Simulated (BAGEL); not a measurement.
# S2F2 (Thio-thionyl fluoride) at HF/6-31G(d) (density fitting with cc-pvqz-jkfit, spherical functions)

What is the vertical electron affinity of S2F2 (Thio-thionyl fluoride) at HF/6-31G* (density fitting with cc-pvqz-jkfit, spherical functions)? 

The calculation is run with BAGEL 1.2.2.

### 1 The structure to begin with

S2F2: 4 atoms, total charge 0, spin state singlet. As SMILES, `FS(F)=S`. Geometry: relaxed at PBE0-D4/def2-TZVP.

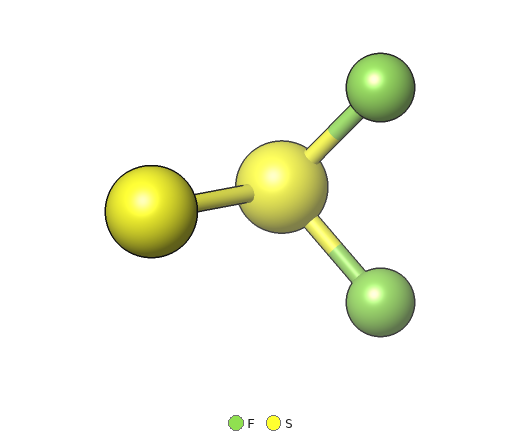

The structure, seen from a chosen angle (fluorine green, sulfur yellow).

### 2 A single-point energy at HF/6-31G(d) (density fitting with cc-pvqz-jkfit, spherical functions)

The input, calc.json:

```json
{ "bagel" : [

{
  "title" : "molecule",
  "basis" : "6-31gs.json",
  "df_basis" : "cc-pvqz-jkfit",
  "angstrom" : "true",
  "geometry" : [
    { "atom" : "F", "xyz" : [    0.734930,    0.336790,    1.199050 ] },
    { "atom" : "S", "xyz" : [   -0.480890,   -0.090070,    0.240730 ] },
    { "atom" : "F", "xyz" : [    0.313460,   -1.382440,   -0.286190 ] },
    { "atom" : "S", "xyz" : [   -0.567510,    1.135710,   -1.153590 ] }
  ]
},
{ "title" : "hf" },
{ "title" : "print", "file" : "orbitals.molden", "orbitals" : "true" }

]}
```

The basis set 6-31G* is read from a file made from the Basis Set Exchange's data (not shown).

Launch:

```
$ BAGEL_NUM_THREADS=1 BAGEL calc.json > calc.out
```

Output:

```text
* using 1 threads per process

  ===============================================================
  ===============================================================

  *** Geometry ***

  { "atom" : "F", "xyz" : [      1.388816,      0.636441,      2.265876 ] },
  { "atom" : "S", "xyz" : [     -0.908750,     -0.170208,      0.454914 ] },
  { "atom" : "F", "xyz" : [      0.592354,     -2.612433,     -0.540821 ] },
  { "atom" : "S", "xyz" : [     -1.072438,      2.146181,     -2.179969 ] },

  Number of auxiliary basis functions:      508

  Since a DF basis is specified, we compute 2- and 3-index integrals:
    o Being stored without compression. Storage requirement is 0.017 GB

  Number of basis functions:       64
  Number of electrons      :       50

    * METHOD: MOLECULE                             0.20

  *** RHF ***

  === Nuclear Repulsion ===
   240.6710417106

      * DIIS with orbital gradients will be used.

  === RHF iteration (6-31gs.json) ===
      0       -993.57447671          0.02550006           0.05
      1       -993.69488109          0.01878057           0.05
      2       -993.80438915          0.00136661           0.05
      3       -993.80687778          0.00041429           0.05
      4       -993.80714727          0.00016525           0.05
      5       -993.80718810          0.00006004           0.05
      6       -993.80719262          0.00001396           0.05
      7       -993.80719283          0.00000464           0.05
      8       -993.80719285          0.00000247           0.05
      9       -993.80719286          0.00000084           0.05
     10       -993.80719286          0.00000025           0.05
     11       -993.80719286          0.00000011           0.05
     12       -993.80719286          0.00000005           0.05
     13       -993.80719286          0.00000002           0.05
     14       -993.80719286          0.00000001           0.05
    * SCF iteration converged.

    * Permanent dipole moment:
           (    0.485981,     0.253084,    -0.430914) a.u.

    * METHOD: HF                                   0.87

    * METHOD: PRINT                                0.01

  ===============================================================
```

It took 1.3 s on 1 thread of Arm Neoverse V2, shared host; peak memory 0.092 GiB.

### 3 The doublet anion

The input, hf.json:

```json
{ "bagel" : [

{
  "title" : "molecule",
  "basis" : "6-31gs.json",
  "df_basis" : "cc-pvqz-jkfit",
  "angstrom" : "true",
  "geometry" : [
    { "atom" : "F", "xyz" : [    0.734930,    0.336790,    1.199050 ] },
    { "atom" : "S", "xyz" : [   -0.480890,   -0.090070,    0.240730 ] },
    { "atom" : "F", "xyz" : [    0.313460,   -1.382440,   -0.286190 ] },
    { "atom" : "S", "xyz" : [   -0.567510,    1.135710,   -1.153590 ] }
  ]
},
{ "title" : "uhf", "charge" : -1, "nopen" : 1 },
{ "title" : "print", "file" : "orbitals.molden", "orbitals" : "true" }

]}
```

The basis set 6-31G* is read from a file made from the Basis Set Exchange's data (not shown).

Launch:

```
$ BAGEL_NUM_THREADS=1 BAGEL hf.json > hf.out
```

Output:

```text
* using 1 threads per process

  ===============================================================
  ===============================================================

  *** Geometry ***

  { "atom" : "F", "xyz" : [      1.388816,      0.636441,      2.265876 ] },
  { "atom" : "S", "xyz" : [     -0.908750,     -0.170208,      0.454914 ] },
  { "atom" : "F", "xyz" : [      0.592354,     -2.612433,     -0.540821 ] },
  { "atom" : "S", "xyz" : [     -1.072438,      2.146181,     -2.179969 ] },

  Number of auxiliary basis functions:      508

  Since a DF basis is specified, we compute 2- and 3-index integrals:
    o Being stored without compression. Storage requirement is 0.017 GB

  Number of basis functions:       64
  Number of electrons      :       50

    * METHOD: MOLECULE                             0.20

  *** Open-shell HF ***

  === Nuclear Repulsion ===
   240.6710417106

      * DIIS with orbital gradients will be used.

  === UHF iteration (6-31gs.json) ===
      0       -993.57524170          0.04454859           0.11
      1       -993.70398319          0.03011035           0.11
      2       -993.75214594          0.01891986           0.11
      3       -993.78363160          0.00110879           0.11
      4       -993.78436724          0.00034114           0.11
      5       -993.78446601          0.00013958           0.11
      6       -993.78449002          0.00004468           0.11
      7       -993.78449350          0.00001976           0.11
      8       -993.78449441          0.00000915           0.11
      9       -993.78449494          0.00000342           0.10
     10       -993.78449505          0.00000148           0.10
     11       -993.78449508          0.00000063           0.11
     12       -993.78449509          0.00000030           0.11
     13       -993.78449510          0.00000015           0.10
     14       -993.78449510          0.00000007           0.10
     15       -993.78449510          0.00000004           0.10
     16       -993.78449510          0.00000003           0.10
     17       -993.78449510          0.00000001           0.11
     18       -993.78449510          0.00000001           0.11
    * SCF iteration converged.

    * S^2 (UHF) is 0.7637

    * Permanent dipole moment:
           (   -0.065148,     0.582017,    -0.655281) a.u.

    * METHOD: UHF                                  2.12

    * METHOD: PRINT                                0.01

  ===============================================================
```

Run time: 2.5 s. Hardware: 1 thread of Arm Neoverse V2, shared host; peak memory 0.092 GiB.

### 4 Outcome

At HF/6-31G* (density fitting with cc-pvqz-jkfit, spherical functions):

| quantity | value |
| --- | --- |
| singlet S2F2: total energy | -993.80719 Eh |
| singlet S2F2: dipole moment | 1.77 D |
| singlet S2F2: HOMO energy | -10.72 eV |
| singlet S2F2: LUMO energy | 1.62 eV |
| singlet S2F2: HOMO–LUMO gap | 12.35 eV |
| doublet anion: total energy | -993.78450 Eh |
| doublet anion: ⟨S²⟩ | 0.764 |
| vertical electron affinity (to the doublet anion) | -0.618 eV |

**Reading.** The anion lies 0.62 eV (14.2 kcal/mol) above the neutral: the electron isn't bound at this level, and such a value depends on the basis. Without diffuse functions anions come out too high. Hartree–Fock misses the correlation that binds many anions.
